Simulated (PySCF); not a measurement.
C4H9NSSi (charge +1, doublet)

```yaml
atoms:
  - { symbol: C, position_ang: [2.5444, -0.7064, 0.4724] }
  - { symbol: S, position_ang: [1.8240, 0.9421, 0.3209] }
  - { symbol: Si, position_ang: [-0.0438, 0.5960, -0.7690] }
  - { symbol: N, position_ang: [-0.5047, 2.1445, -1.2791] }
  - { symbol: C, position_ang: [-1.3205, 0.0564, 0.5809] }
  - { symbol: C, position_ang: [-2.3565, -0.9606, 0.2513] }
  - { symbol: C, position_ang: [-1.4308, -1.3321, 1.1007] }
  - { symbol: H, position_ang: [2.6674, -0.9237, 1.5303] }
  - { symbol: H, position_ang: [1.9347, -1.4610, -0.0129] }
  - { symbol: H, position_ang: [3.5296, -0.6715, 0.0121] }
  - { symbol: H, position_ang: [0.2288, -0.5327, -1.6538] }
  - { symbol: H, position_ang: [-1.4285, 2.3461, -1.6318] }
  - { symbol: H, position_ang: [0.1611, 2.8228, -1.6199] }
  - { symbol: H, position_ang: [-1.5615, 0.8933, 1.2333] }
  - { symbol: H, position_ang: [-3.2336, -1.1559, -0.3148] }
  - { symbol: H, position_ang: [-1.0176, -2.0485, 1.7680] }
```

Geometry: GFN2-xTB.

These are results of PySCF 2.14.0, density-fitted response routines, UKS B3LYP, pcH-1 on C H N S Si, non-relativistic, mean-field spin-orbit, GIAO, not measurements.

What will maps of the electron density, electron localisation function and spin density show?

N–H (1.01 Å): ρ at the midpoint is about 2.8 e/Å³; the ELF climbs to about 1 towards the hydrogen, as it does in any bond to H: an ordinary covalent bond to hydrogen.
The unpaired spin (1 electron) lies mostly on S2 (about 0.4), C5 (about 0.1), C6 (about 0.1) and C7 (about 0.1), in electrons by Hirshfeld's partition.

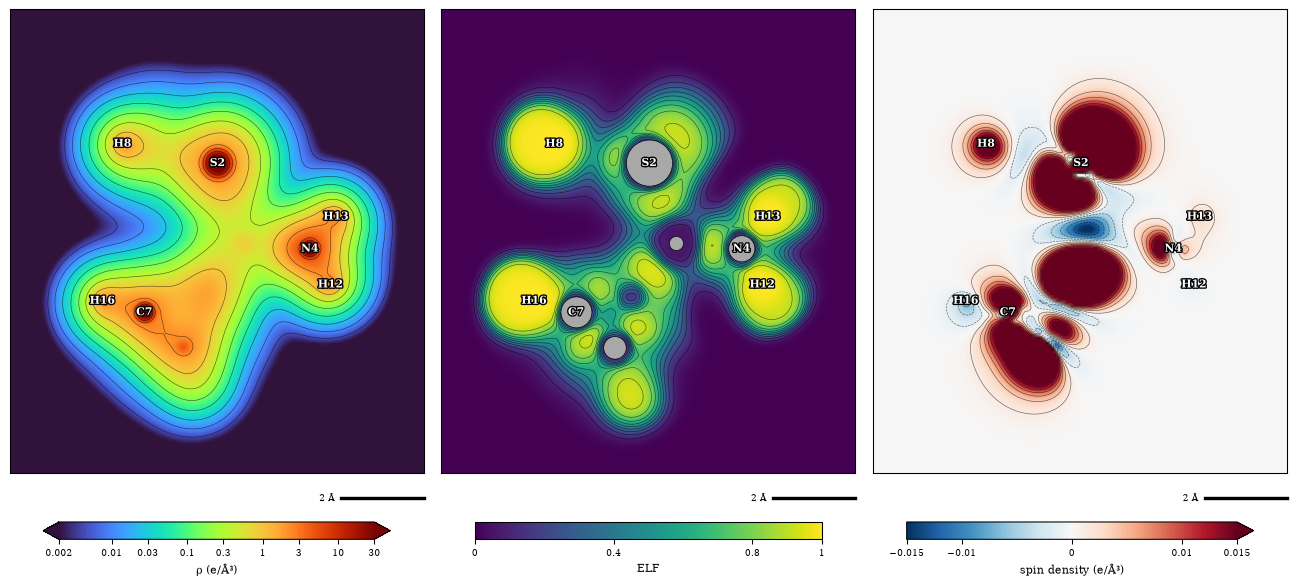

Computed electron density, electron localisation function and spin density on the plane of atoms H12, N4 and H13, in this order. Grey discs cover the atomic cores in the ELF map. 
